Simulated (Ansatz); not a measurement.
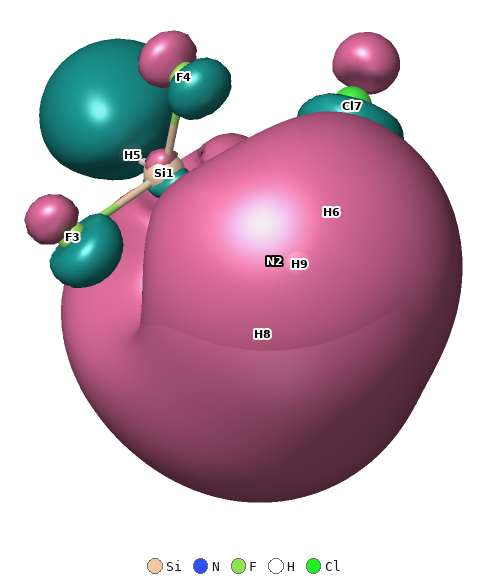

F2H4NSi···Cl. The LUMO at ±0.06 Å⁻³ᐟ² (teal and pink are the two phases), seen at a tilt.

A transition-state structure; geometry: PBE0-D4/def2-TZVP.

Theory: Ansatz 0.2.0, RKS PBE0-D4/def2-TZVPP.

```json
{"atom": "Si", "x (Å)": "-0.7698", "y (Å)": "-0.4585", "z (Å)": "-0.2128"}
{"atom": "N", "x (Å)": "0.9559", "y (Å)": "0.0849", "z (Å)": "-0.1419"}
{"atom": "F", "x (Å)": "-0.6872", "y (Å)": "-1.6234", "z (Å)": "-1.2970"}
{"atom": "F", "x (Å)": "-1.0662", "y (Å)": "-1.1922", "z (Å)": "1.1438"}
{"atom": "H", "x (Å)": "-1.7250", "y (Å)": "0.5129", "z (Å)": "-0.7237"}
{"atom": "H", "x (Å)": "0.7415", "y (Å)": "0.9999", "z (Å)": "0.5412"}
{"atom": "Cl", "x (Å)": "-0.3748", "y (Å)": "1.9199", "z (Å)": "1.4119"}
{"atom": "H", "x (Å)": "1.3596", "y (Å)": "0.3436", "z (Å)": "-1.0373"}
{"atom": "H", "x (Å)": "1.5662", "y (Å)": "-0.5871", "z (Å)": "0.3158"}
```

Where does this orbital lie, and at what energy?

Its weight (Hirshfeld) is mainly on H8 (about 25 %), H9 (about 25 %), Si1 (about 20 %) and N2 (about 20 %). Its energy is −0.32 eV.
